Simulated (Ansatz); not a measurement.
C₁₈Se: geometry relaxation (part 2 of 2)

C₁₈Se (slab, 19 atoms in the cell); DFT PBE, scalar-relativistic, plane waves, PAW, no spin polarisation (Ansatz 0.2.0); cutoff 420 eV, 2×2×1 k-mesh, Fermi–Dirac smearing of 0.05 eV. It belongs to a series of runs on one base structure; here: end point A relaxed.

Geometry of the input (Å; fractional positions):
```
7.3980  0.0000  0.0000
-3.6990  6.4069  0.0000
0.0000  0.0000  13.0000
C  0.0000  0.0000  0.0769
C  0.2222  0.1111  0.0769
C  0.0000  0.3333  0.0769
C  0.2222  0.4444  0.0769
C  -0.0000  0.6667  0.0769
C  0.2222  0.7778  0.0769
C  0.3333  0.0000  0.0769
C  0.5556  0.1111  0.0769
C  0.3333  0.3333  0.0769
C  0.5556  0.4444  0.0769
C  0.3333  0.6667  0.0769
C  0.5556  0.7778  0.0769
C  0.6667  0.0000  0.0769
C  0.8889  0.1111  0.0769
C  0.6667  0.3333  0.0769
C  0.8889  0.4444  0.0769
C  0.6667  0.6667  0.0769
C  0.8889  0.7778  0.0769
Se 0.7185  0.2981  0.2238
```

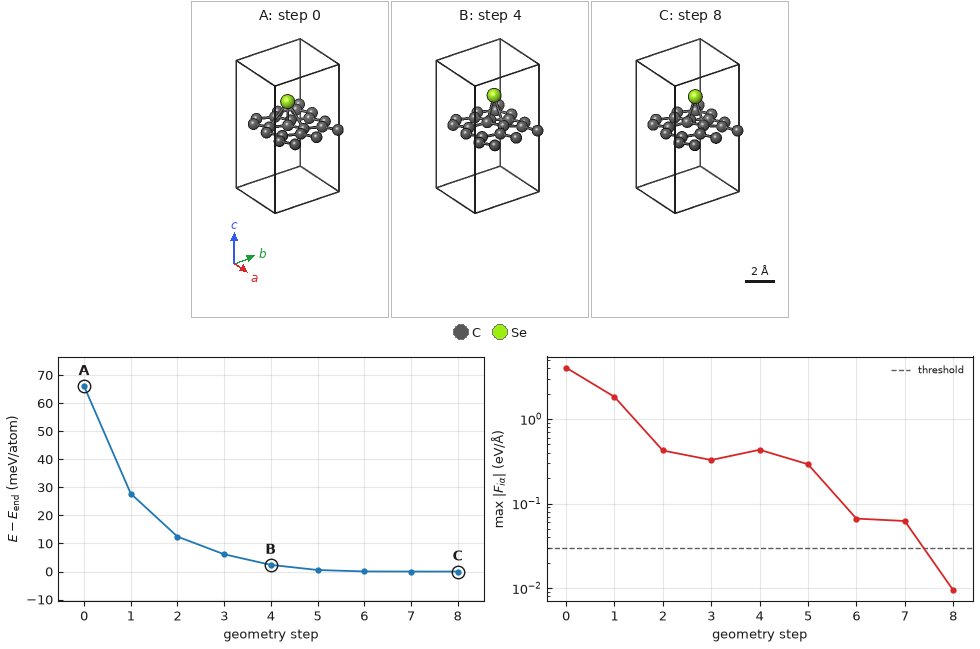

**Figure 1.** Frames of the relaxation (ball-and-stick view of the cell of the calculation, with the vacuum cut short (origin shifted), seen slightly off an axis) above the curves, on which the letters mark them (the first geometry is step 0 here and step 1 in the log).

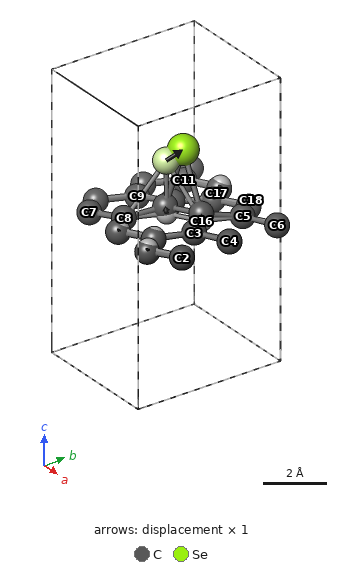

**Figure 2.** Start (faint) and end (solid) with the displacements as black arrows, at true length (ball-and-stick view of the cell of the calculation, with the vacuum cut short (origin shifted), seen slightly off an axis). Se19 moves most: 0.65 Å. Largest moves by element: Se 0.65 Å, C 0.25 Å. The lattice vectors keep their values. Distances before and after: C8–Se19 2.312 → 2.941 Å, C15–Se19 1.991 → 2.136 Å, C16–Se19 2.246 → 2.136 Å, C15–C16 1.424 → 1.469 Å. Among the angles that change: C8–C15–Se19 83.5° → 108.4°, C3–C16–Se19 93.9° → 108.4°, C16–C15–Se19 80.4° → 69.9°. The energy falls by 66.1 meV per atom in 8 geometry steps. The largest force component goes from 4.1 to 0.0095 eV/Å. (Atoms are counted from 1 in the order of the input.)

```
SCF converged after 5 iterations
Free energy (F): -9983.383060 eV
Harris-Foulkes:  -9983.383060 eV  (|F-HF|=4.26e-8)
Internal energy: -9983.371543 eV  (E = F + TS)
E sigma→0 (E₀):  -9983.377301 eV
Entropy (-TS):   -0.011517 eV (-0.606 meV/atom)
Fermi energy:    -1.036300 eV
--- Per-component energies (eV) ---
  E_band       = -1265.553162
  E_kinetic    = 1753.574269
  E_local      = -24175.529161  (includes V_loc(G=0)·N_el)
  E_nonlocal   = -104.323136
  E_hartree    = 11165.239859
  E_xc         = -966.856571
  E_vxc        = -1166.001046  (∫ρ·V_xc dr)
  E_paw        = -3699.491756  (= ΣΔE_a)
  E_vpaw       = 96.242613  (= ΣTr[D̂ρ^β])
  E_aug_tail   = -0.000454  (compensation charges beyond the density's cutoff)
  E_ewald      = 6044.015407
  E_smearing   = -0.011517  (= −TS)
  E_closure    = 0.000000  (closes the sum)
  Σ components = -9983.383060   (vs F -9983.383060, Δ=0.00e0)
--- Forces (eV/Å), atoms counted from 1 ---
  atom   1  C     -0.00248677    -0.00352904     0.00011910
  atom   2  C      0.00333204    -0.00001658    -0.00094409
  atom   3  C      0.00196158     0.00520914    -0.00158489
  atom   4  C      0.00093569     0.00092784     0.00023310
  atom   5  C      0.00243962     0.00177725    -0.00184470
  atom   6  C     -0.00174011    -0.00184095    -0.00024357
  atom   7  C     -0.00183425    -0.00003758     0.00087197
  atom   8  C     -0.00571272     0.00074398    -0.00122946
  atom   9  C      0.00298668     0.00049296     0.00039310
  atom  10  C     -0.00270884    -0.00038780    -0.00165222
  atom  11  C     -0.00089483    -0.00297025    -0.00069296
  atom  12  C      0.00316116    -0.00007638    -0.00091271
  atom  13  C      0.00949470    -0.00204100     0.00025890
  atom  14  C     -0.00318894    -0.00833470     0.00008768
  atom  15  C     -0.00078789     0.00044156     0.00017867
  atom  16  C      0.00073357     0.00040943     0.00170299
  atom  17  C     -0.00166860     0.00432080     0.00130772
  atom  18  C     -0.00320260     0.00407894     0.00109437
  atom  19  Se    -0.00082637     0.00083587     0.00290601
  max |Σ_I F_I| component: 4.90e-5 eV/Å
--- Relaxed structure (9 steps of the walk, 9 accepted, 0 SCFs on fresh bases) ---
  F+E_penalty+E_count = -9983.38305966 eV   max|allowed force component| = 9.495e-3 eV/Å
  atoms:
    - { symbol: C, position: [-0.0015473340188231213, -0.003989387884883965, 0.06905178598527914] }
    - { symbol: C, position: [0.2190099352758429, 0.10629534765566391, 0.07246547805990704] }
    - { symbol: C, position: [-0.002082171370918401, 0.3257108693259896, 0.07733941839953548] }
    - { symbol: C, position: [0.21946738005642966, 0.4390237163464861, 0.07275722753669417] }
    - { symbol: C, position: [-0.002074704874107991, 0.6657676044342093, 0.0773431782182917] }
    - { symbol: C, position: [0.21948551163006624, 0.7740340594773955, 0.07276096811921015] }
    - { symbol: C, position: [0.3298516561555014, -0.005786867993248013, 0.07275410513526877] }
    - { symbol: C, position: [0.5514005235638638, 0.10245172455744665, 0.07734227739451972] }
    - { symbol: C, position: [0.32982988935539437, 0.32920673623083324, 0.07275987363805832] }
    - { symbol: C, position: [0.5513889932371634, 0.44249700960482874, 0.07734856694802472] }
    - { symbol: C, position: [0.3303073595366951, 0.661946363489807, 0.07247081306490746] }
    - { symbol: C, position: [0.5508682762413413, 0.7722193418228417, 0.06906121956498931] }
    - { symbol: C, position: [0.6619015772736959, -0.0049911080229535125, 0.07111475960738103] }
    - { symbol: C, position: [0.887417864021159, 0.10776520462255881, 0.07111223066737175] }
    - { symbol: C, position: [0.6600249141168107, 0.32678965614046945, 0.0954276932450754] }
    - { symbol: C, position: [0.8892904782041398, 0.44142494011956745, 0.0954173650963077] }
    - { symbol: C, position: [0.6619092945278873, 0.6604566092422656, 0.07111096152270804] }
    - { symbol: C, position: [0.8874067888463, 0.7732054190830542, 0.07110719615385382] }
    - { symbol: Se, position: [0.7746831682215578, 0.3840709617476677, 0.24971688164261632] }
```

**Trajectory as extended XYZ (Å, eV, eV/Å), 9 frames, from step=1 to step=9**
```
19
Lattice="7.3980 0.0000 0.0000 -3.6990 6.4069 0.0000 0.0000 0.0000 13.0000" Properties=species:S:1:pos:R:3:forces:R:3 step=1 energy=-9982.12778
C     0.0000    0.0000    1.0000   -0.0769   0.0967  -0.0213
C     1.2330    0.7119    1.0000    0.0741  -0.0666  -0.0347
C    -1.2330    2.1356    1.0000    1.3214  -0.5782  -0.9228
C     0.0000    2.8475    1.0000   -0.4017   0.0954  -0.0619
C    -2.4660    4.2712    1.0000   -0.0860   0.7239  -0.2885
C    -1.2330    4.9831    1.0000    0.0151  -0.0064   0.0471
C     2.4660    0.0000    1.0000   -0.3614  -0.2756  -0.2298
C     3.6990    0.7119    1.0000    0.1223  -1.6424  -0.3290
C     1.2330    2.1356    1.0000    0.2834   0.0286  -0.0437
C     2.4660    2.8475    1.0000   -1.5242   1.0238  -0.4479
C     0.0000    4.2712    1.0000    0.2565  -0.0806   0.1237
C     1.2330    4.9831    1.0000   -0.3936   0.3070  -0.0419
C     4.9320    0.0000    1.0000    0.6936  -0.8073  -0.8650
C     6.1650    0.7119    1.0000    0.2493  -0.0052  -0.6197
C     3.6990    2.1356    1.0000   -0.7436   0.2007  -0.2555
C     4.9320    2.8475    1.0000    1.2366   0.7081   0.0794
C     2.4660    4.2712    1.0000    0.0891  -0.4370  -0.0668
C     3.6990    4.9831    1.0000    0.2746  -0.0999  -0.0757
Se    4.2131    1.9099    2.9100   -1.0290   0.8152   4.0542
19
Lattice="7.3980 0.0000 0.0000 -3.6990 6.4069 0.0000 0.0000 0.0000 13.0000" Properties=species:S:1:pos:R:3:forces:R:3 step=2 energy=-9982.85543
C     0.0078   -0.0043    0.9816    0.0734   0.0031  -0.1561
C     1.2387    0.7086    0.9915    0.0480  -0.0715  -0.0802
C    -1.2151    2.1253    0.9563    0.1686  -0.1700  -0.1638
C     0.0036    2.8454    0.9843   -0.0950   0.0152  -0.0903
C    -2.4598    4.2751    0.9913   -0.0816   0.1948   0.0396
C    -1.2280    4.9799    0.9951    0.0035  -0.0033  -0.0592
C     2.4680   -0.0081    0.9890    0.0067  -0.0413   0.0131
C     3.7068    0.6958    1.0195    0.1955  -0.8385  -0.4482
C     1.2341    2.1339    0.9877    0.1337   0.0572  -0.1423
C     2.4530    2.8550    0.9872   -0.5558   0.4313  -0.1122
C     0.0047    4.2678    1.0032    0.1204  -0.0105   0.0091
C     1.2348    4.9798    0.9844   -0.1524   0.0309  -0.0977
C     4.9464   -0.0118    0.9523   -0.0858  -0.0155  -0.1659
C     6.1772    0.7042    0.9458   -0.0124   0.1577  -0.2639
C     3.6951    2.1354    1.0581   -0.2138  -0.0578   0.2556
C     4.9468    2.8478    1.0411    0.6688   0.1817  -0.1048
C     2.4674    4.2698    0.9870    0.0052  -0.2835  -0.1506
C     3.7049    4.9797    0.9892    0.2289  -0.0804  -0.1049
Se    4.1177    1.9784    3.0655   -0.4559   0.5008   1.8311
19
Lattice="7.3980 0.0000 0.0000 -3.6990 6.4069 0.0000 0.0000 0.0000 13.0000" Properties=species:S:1:pos:R:3:forces:R:3 step=3 energy=-9983.14644
C     0.0139   -0.0086    0.9413    0.0632  -0.0084  -0.1046
C     1.2448    0.7040    0.9659   -0.0419  -0.0229  -0.0640
C    -1.2081    2.1184    0.9503   -0.2824   0.0234   0.1147
C     0.0061    2.8417    0.9595    0.1554  -0.0688  -0.0654
C    -2.4546    4.2735    0.9977   -0.0845  -0.0915   0.0752
C    -1.2232    4.9752    0.9832    0.0064   0.0169  -0.0264
C     2.4728   -0.0152    0.9794    0.1919   0.0464   0.0266
C     3.7134    0.6818    1.0276    0.0934  -0.2116  -0.3189
C     1.2367    2.1310    0.9575   -0.0542   0.0372  -0.0614
C     2.4472    2.8572    0.9854    0.1520   0.0309   0.0906
C     0.0090    4.2633    0.9878    0.0219   0.0453  -0.0739
C     1.2358    4.9757    0.9525    0.0558  -0.1265  -0.0822
C     4.9506   -0.0171    0.9323   -0.4248   0.2331   0.0584
C     6.1810    0.7014    0.9149    0.0845   0.1013  -0.0512
C     3.6943    2.1312    1.1397    0.0325  -0.2162   0.2971
C     4.9586    2.8450    1.0857    0.1056  -0.0049  -0.0522
C     2.4697    4.2650    0.9569   -0.0683  -0.1139  -0.0755
C     3.7115    4.9741    0.9648    0.1350  -0.0213  -0.0693
Se    4.0445    2.0602    3.2275   -0.1417   0.3519   0.3854
19
Lattice="7.3980 0.0000 0.0000 -3.6990 6.4069 0.0000 0.0000 0.0000 13.0000" Properties=species:S:1:pos:R:3:forces:R:3 step=4 energy=-9983.26607
C     0.0147   -0.0163    0.9165   -0.0445  -0.0449  -0.0403
C     1.2423    0.6930    0.9457    0.0239   0.0215   0.0126
C    -1.2141    2.1076    0.9836    0.0007  -0.1782   0.0364
C     0.0082    2.8285    0.9548    0.1197  -0.0368  -0.0072
C    -2.4584    4.2637    1.0063   -0.1429   0.1997  -0.0069
C    -1.2233    4.9660    0.9661    0.0116  -0.0071  -0.0122
C     2.4759   -0.0272    0.9554    0.0031   0.0229   0.0280
C     3.7127    0.6691    1.0056    0.1376  -0.0688  -0.2062
C     1.2349    2.1212    0.9481   -0.1078  -0.0109  -0.0034
C     2.4510    2.8475    0.9990    0.1171   0.0919  -0.0433
C     0.0105    4.2531    0.9660   -0.0728   0.0197  -0.0455
C     1.2330    4.9626    0.9225    0.1557  -0.0648  -0.0318
C     4.9387   -0.0226    0.9237   -0.3276   0.0796   0.0439
C     6.1775    0.6974    0.9200    0.1492   0.1429   0.0068
C     3.6931    2.1153    1.1855   -0.1372  -0.3100   0.2634
C     4.9552    2.8362    1.1421   -0.0265  -0.0575   0.2153
C     2.4696    4.2501    0.9389   -0.1775  -0.0778  -0.0403
C     3.7145    4.9629    0.9437    0.1827   0.0428  -0.0313
Se    4.0680    2.2498    3.2867    0.1357   0.2361  -0.1402
19
Lattice="7.3980 0.0000 0.0000 -3.6990 6.4069 0.0000 0.0000 0.0000 13.0000" Properties=species:S:1:pos:R:3:forces:R:3 step=5 energy=-9983.33782
C     0.0121   -0.0229    0.8946   -0.1085  -0.0711  -0.0097
C     1.2359    0.6828    0.9311    0.1418   0.0007   0.0419
C    -1.2199    2.0934    1.0200    0.1962  -0.0730  -0.0505
C     0.0080    2.8149    0.9548   -0.1437   0.0870   0.0362
C    -2.4683    4.2594    1.0147   -0.0104   0.2469  -0.0766
C    -1.2280    4.9594    0.9513   -0.0579  -0.1398   0.0023
C     2.4738   -0.0394    0.9343   -0.2358   0.1422   0.0322
C     3.7100    0.6558    0.9888   -0.0832   0.2760   0.1045
C     1.2279    2.1119    0.9419    0.1411  -0.0336   0.0435
C     2.4507    2.8399    1.0062   -0.0357  -0.0727  -0.1439
C     0.0069    4.2438    0.9474   -0.1366  -0.1006   0.0006
C     1.2259    4.9500    0.8942    0.2148   0.0502  -0.0135
C     4.9221   -0.0281    0.9159    0.1869  -0.1447   0.0080
C     6.1726    0.6945    0.9257    0.0305  -0.0217   0.0435
C     3.6860    2.0983    1.2277   -0.2356  -0.1853   0.1189
C     4.9484    2.8285    1.2184   -0.0118  -0.0202   0.2372
C     2.4638    4.2356    0.9184   -0.1040   0.0389   0.0240
C     3.7145    4.9544    0.9208    0.0172   0.0545   0.0351
Se    4.1619    2.4256    3.3039    0.2350  -0.0340  -0.4328
19
Lattice="7.3980 0.0000 0.0000 -3.6990 6.4069 0.0000 0.0000 0.0000 13.0000" Properties=species:S:1:pos:R:3:forces:R:3 step=6 energy=-9983.37249
C     0.0024   -0.0278    0.9027    0.0625   0.1110   0.0291
C     1.2293    0.6796    0.9545   -0.1949   0.0348  -0.0427
C    -1.2191    2.0874    1.0055    0.0013  -0.0465  -0.0369
C     0.0004    2.8150    0.9565    0.0409  -0.1829  -0.0269
C    -2.4743    4.2677    1.0029   -0.1340  -0.1038  -0.0146
C    -1.2380    4.9581    0.9580    0.0214   0.1014  -0.0429
C     2.4594   -0.0367    0.9574    0.1770  -0.0991  -0.0262
C     3.6998    0.6560    1.0031    0.0236  -0.0300  -0.0287
C     1.2234    2.1083    0.9554   -0.1120   0.0060  -0.0368
C     2.4396    2.8337    0.9975    0.1523   0.0431  -0.0020
C    -0.0041    4.2389    0.9523    0.0688   0.1509  -0.0124
C     1.2219    4.9470    0.9021   -0.1336   0.0203   0.0002
C     4.9182   -0.0319    0.9239   -0.1539  -0.0458  -0.0028
C     6.1649    0.6882    0.9244    0.1334   0.1084  -0.0032
C     3.6731    2.0925    1.2103    0.2146   0.1879   0.2096
C     4.9488    2.8287    1.2134   -0.2921  -0.0962   0.1988
C     2.4531    4.2325    0.9178    0.1053  -0.0481   0.0230
C     3.7049    4.9552    0.9212    0.0061  -0.1026  -0.0074
Se    4.3005    2.4651    3.2510    0.0135  -0.0086  -0.1782
19
Lattice="7.3980 0.0000 0.0000 -3.6990 6.4069 0.0000 0.0000 0.0000 13.0000" Properties=species:S:1:pos:R:3:forces:R:3 step=7 energy=-9983.38226
C     0.0035   -0.0255    0.9014   -0.0067   0.0010  -0.0347
C     1.2274    0.6818    0.9438   -0.0180  -0.0290  -0.0184
C    -1.2201    2.0861    1.0014   -0.0055   0.0605   0.0144
C    -0.0001    2.8128    0.9464   -0.0271   0.0153   0.0029
C    -2.4787    4.2652    1.0039    0.0330   0.0046  -0.0103
C    -1.2397    4.9599    0.9462   -0.0189  -0.0421   0.0186
C     2.4614   -0.0371    0.9453    0.0127   0.0244   0.0104
C     3.7009    0.6559    1.0025   -0.0565   0.0363   0.0225
C     1.2217    2.1096    0.9454    0.0562   0.0132   0.0275
C     2.4428    2.8355    1.0057   -0.0305  -0.0266  -0.0085
C    -0.0058    4.2413    0.9476    0.0246  -0.0091  -0.0371
C     1.2185    4.9474    0.9040    0.0037   0.0010  -0.0402
C     4.9148   -0.0321    0.9242    0.0563  -0.0115   0.0077
C     6.1667    0.6908    0.9232   -0.0091  -0.0665   0.0088
C     3.6743    2.0934    1.2373    0.0292   0.0104   0.0066
C     4.9462    2.8277    1.2331   -0.0243  -0.0101   0.0555
C     2.4538    4.2317    0.9258   -0.0155   0.0035   0.0144
C     3.7047    4.9537    0.9245   -0.0031   0.0252   0.0159
Se    4.3117    2.4598    3.2483   -0.0005  -0.0005  -0.0544
19
Lattice="7.3980 0.0000 0.0000 -3.6990 6.4069 0.0000 0.0000 0.0000 13.0000" Properties=species:S:1:pos:R:3:forces:R:3 step=8 energy=-9983.38294
C     0.0033   -0.0256    0.8975   -0.0043  -0.0023   0.0010
C     1.2270    0.6809    0.9422    0.0048   0.0092   0.0032
C    -1.2199    2.0873    1.0058   -0.0101  -0.0448  -0.0018
C    -0.0002    2.8129    0.9464    0.0002  -0.0035  -0.0030
C    -2.4779    4.2658    1.0057   -0.0106  -0.0119   0.0016
C    -1.2394    4.9590    0.9465    0.0046  -0.0007  -0.0070
C     2.4616   -0.0371    0.9462   -0.0046  -0.0016  -0.0029
C     3.6996    0.6564    1.0053    0.0514  -0.0147  -0.0002
C     1.2227    2.1093    0.9464   -0.0121  -0.0104  -0.0076
C     2.4421    2.8350    1.0053    0.0217   0.0059   0.0041
C    -0.0047    4.2410    0.9421   -0.0092   0.0029   0.0017
C     1.2190    4.9474    0.8968    0.0036   0.0023   0.0051
C     4.9161   -0.0322    0.9240   -0.0623   0.0130   0.0026
C     6.1663    0.6895    0.9243    0.0191   0.0614   0.0025
C     3.6740    2.0935    1.2413   -0.0117   0.0051  -0.0119
C     4.9462    2.8281    1.2414    0.0054   0.0104  -0.0103
C     2.4538    4.2317    0.9238   -0.0033  -0.0140   0.0013
C     3.7047    4.9540    0.9241    0.0172  -0.0062   0.0015
Se    4.3098    2.4609    3.2450    0.0001  -0.0002   0.0205
19
Lattice="7.3980 0.0000 0.0000 -3.6990 6.4069 0.0000 0.0000 0.0000 13.0000" Properties=species:S:1:pos:R:3:forces:R:3 step=9 energy=-9983.38306
C     0.0033   -0.0256    0.8977   -0.0025  -0.0035   0.0001
C     1.2270    0.6810    0.9421    0.0033   0.0000  -0.0009
C    -1.2202    2.0868    1.0054    0.0020   0.0052  -0.0016
C    -0.0003    2.8128    0.9458    0.0009   0.0009   0.0002
C    -2.4780    4.2655    1.0055    0.0024   0.0018  -0.0018
C    -1.2394    4.9591    0.9459   -0.0017  -0.0018  -0.0002
C     2.4616   -0.0371    0.9458   -0.0018   0.0000   0.0009
C     3.7003    0.6564    1.0054   -0.0057   0.0007  -0.0012
C     1.2223    2.1092    0.9459    0.0030   0.0005   0.0004
C     2.4424    2.8350    1.0055   -0.0027  -0.0004  -0.0017
C    -0.0049    4.2410    0.9421   -0.0009  -0.0030  -0.0007
C     1.2189    4.9475    0.8978    0.0032  -0.0001  -0.0009
C     4.9152   -0.0320    0.9245    0.0095  -0.0020   0.0003
C     6.1665    0.6904    0.9245   -0.0032  -0.0083   0.0001
C     3.6741    2.0937    1.2406   -0.0008   0.0004   0.0002
C     4.9461    2.8281    1.2404    0.0007   0.0004   0.0017
C     2.4538    4.2314    0.9244   -0.0017   0.0043   0.0013
C     3.7049    4.9538    0.9244   -0.0032   0.0041   0.0011
Se    4.3104    2.4607    3.2463   -0.0008   0.0008   0.0029
```
